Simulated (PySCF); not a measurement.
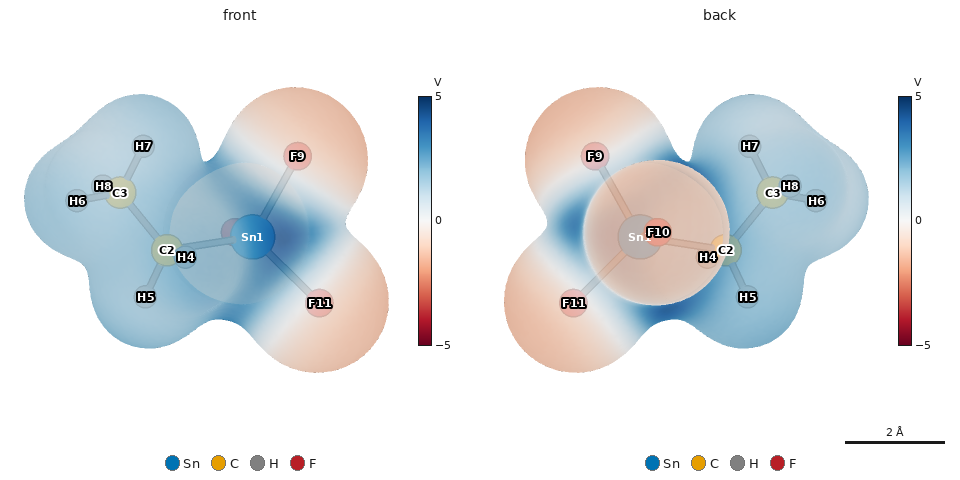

C2H5F3Sn (SnEtF3). The electrostatic potential painted on the density surface at 0.004 e/bohr³, seen from the front and from behind; red is negative and blue positive.

Geometry: PBE0-D3(BJ)/def2-SVP; core potentials replace the inner electrons of Sn.

Theory: PySCF 2.14.0, CAM-B3LYP/def2-SVPD, SCF density, gas phase, scalar-relativistic core potentials on the heavy atoms.

```yaml
atoms:
  - { symbol: Sn, position_ang: [-0.2535, -0.4800, -1.4311] }
  - { symbol: C, position_ang: [-0.2946, -0.4143, 0.7002] }
  - { symbol: C, position_ang: [0.4824, 0.7752, 1.2429] }
  - { symbol: H, position_ang: [0.1202, -1.3796, 1.0279] }
  - { symbol: H, position_ang: [-1.3591, -0.3937, 0.9775] }
  - { symbol: H, position_ang: [0.4525, 0.7750, 2.3437] }
  - { symbol: H, position_ang: [1.5395, 0.7462, 0.9401] }
  - { symbol: H, position_ang: [0.0597, 1.7317, 0.9012] }
  - { symbol: F, position_ang: [1.5346, -0.4741, -2.1420] }
  - { symbol: F, position_ang: [-1.0953, 1.0311, -2.2736] }
  - { symbol: F, position_ang: [-1.0882, -2.0030, -2.2558] }
```

Where is the surface potential most negative and most positive?

The most negative region (about −1.4 V) lies over F9, F10 and F11, the most positive (about +4.1 V) over Sn1.

What dipole moment does the calculation give?

Its dipole moment is 5.50 D.
